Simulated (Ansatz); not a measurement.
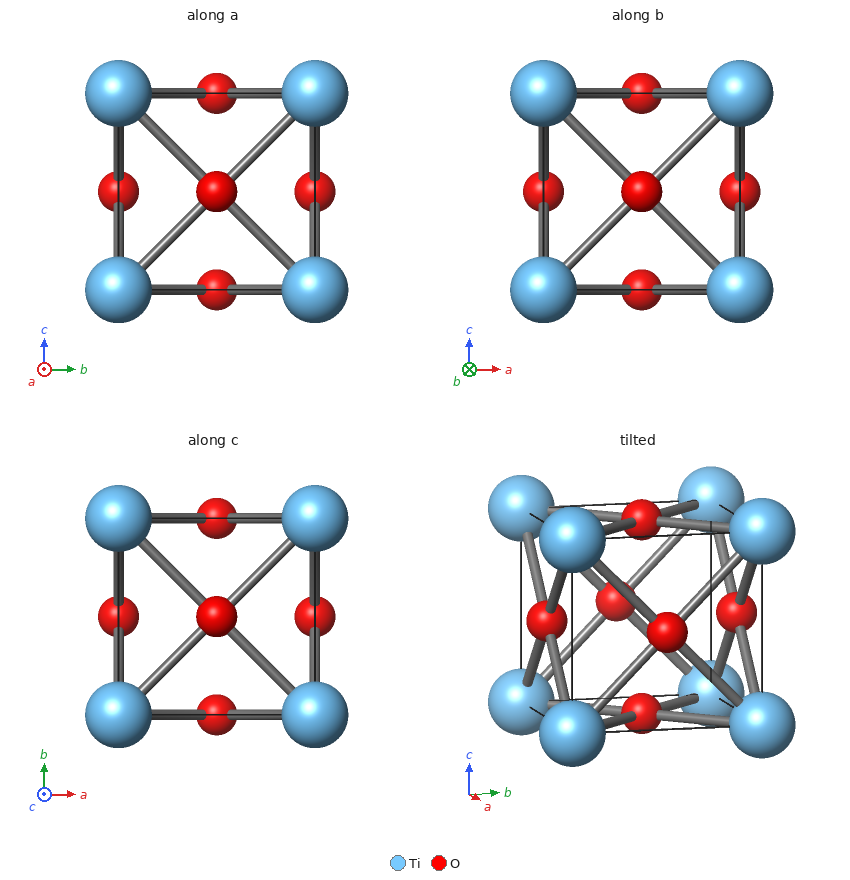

The figure gives a ball-and-stick picture of the atoms, viewed along the a axis, along the b axis, along the c axis and slightly off an axis. The conventional unit cell is outlined; an atom on or near a face, edge or corner is repeated at each equivalent position.

Lattice parameters: a = 3.1830 Å, b = 3.1830 Å, c = 3.1830 Å, α = 90.000°, β = 90.000°, γ = 90.000°.

Transcribe the picture into a CIF with its space group and independent sites.

```cif
data_structure
_symmetry_space_group_name_H-M 'P m -3 m'
_symmetry_Int_Tables_number 221
_cell_length_a 3.1830
_cell_length_b 3.1830
_cell_length_c 3.1830
_cell_angle_alpha 90.000
_cell_angle_beta 90.000
_cell_angle_gamma 90.000
_cell_volume 32.25
loop_
_atom_site_label
_atom_site_type_symbol
_atom_site_symmetry_multiplicity
_atom_site_Wyckoff_symbol
_atom_site_fract_x
_atom_site_fract_y
_atom_site_fract_z
_atom_site_occupancy
Ti1 Ti 1 a 0.0000 0.0000 0.0000 1
O1 O 3 c 0.0000 0.5000 0.5000 1
```

It goes back to a structure type filled with these elements by a generator (whether the compound takes this form wasn't checked). Earlier steps of the study may have refined or changed the cell and positions. It was the input of a calculation with Ansatz.
